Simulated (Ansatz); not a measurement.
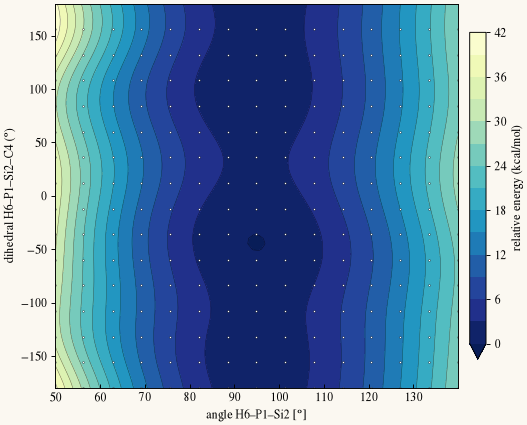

CH3ClNPSi, SMILES P[Si]1(Cl)C=N1. 
- First axis: angle H6–P1–Si2. Second axis: dihedral H6–P1–Si2–C4.
- Nothing is relaxed (all other coordinates rigid).
- The scan uses a 15 × 15 grid.
- Points are written as (first, second).
- Energies: kcal/mol, counted from the lowest grid point.
- These are results of Ansatz, RHF/def2-SVP, not measurements.

In the figure: filled contours, dots at the grid points. Between grid points the surface is interpolated.

The lowest grid point is at (94.9°, −36°). There is a further well near (94.9°, 108°) (0.6 kcal/mol above the lowest at that grid point). The highest grid point, (49.9°, 156°), lies 40.9 kcal/mol above the lowest. On the interpolated surface the easiest way out of the lowest well to the well at about (94°, 100°) passes a barrier of about 1.5 kcal/mol, counted from the interpolated bottom of the well. Round the minimum the two coordinates are weakly coupled (coupling 0.08 in units of the two stiffnesses).

The level of theory is changed to RKS r2SCAN-D4/def2-SVP in Ansatz; with it change the reference geometry, relaxed at the new level; the new grid has 9 × 9 points, laid about the new relaxed structure.

Question: What does this change do to the map?

Answer: The minimum (interpolated where it lies between grid points) moves from about (95°, −45°) to about (93°, −150°). The easiest pass out of the lowest well goes from about 1.5 to about 1.1 kcal/mol on the interpolated surfaces.

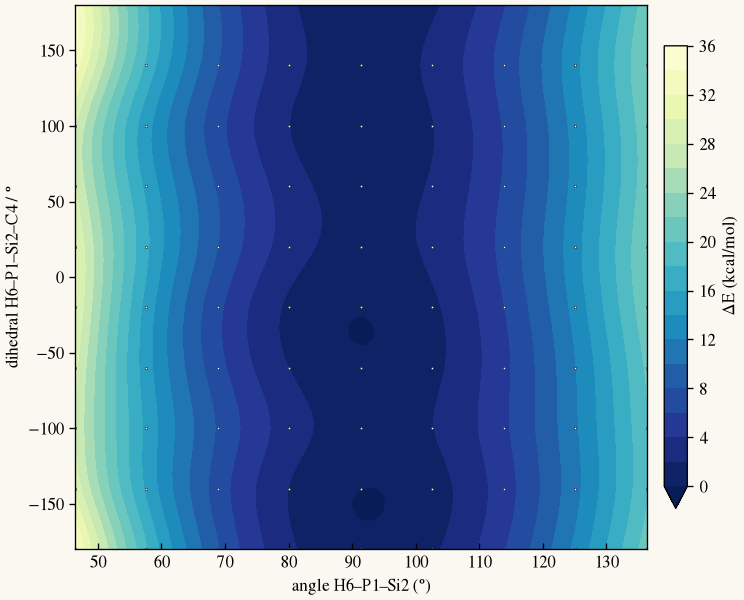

The map after the change, on a colour scale of its own. In the figure: filled contours, dots at the grid points. Between grid points the surface is interpolated.
